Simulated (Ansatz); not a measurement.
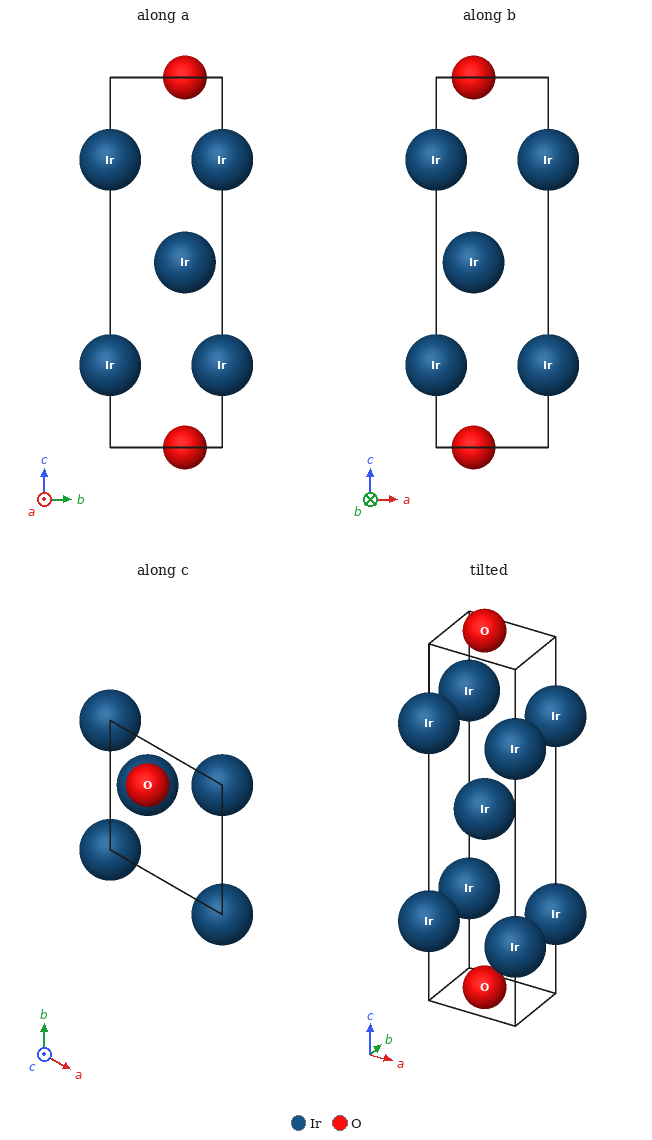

This spheres-only model is shown along the a axis, along the b axis, along the c axis and slightly off an axis. The parallelepiped is the conventional unit cell.

Lattice parameters: a = 2.752 Å, b = 2.752 Å, c = 7.869 Å, α = 90.00°, β = 90.00°, γ = 120.00°. Put a along x and b in the xy plane.

Q: Put the structure into a POSCAR file, with free fractional coordinates to two decimals.

A:
```
Ir O
1.0
     2.752    0.000    0.000
    -1.376    2.383    0.000
     0.000    0.000    7.869
Ir O
3 1
Direct
  0.3333 0.6667 0.50
  0.00 0.00 0.78
  0.00 0.00 0.22
  0.3333 0.6667 0.00
```

The structure comes from a structure type filled with these elements by a generator (whether the compound takes this form wasn't checked). Earlier steps of the study may have refined or changed the cell and positions. It went into a calculation with Ansatz.
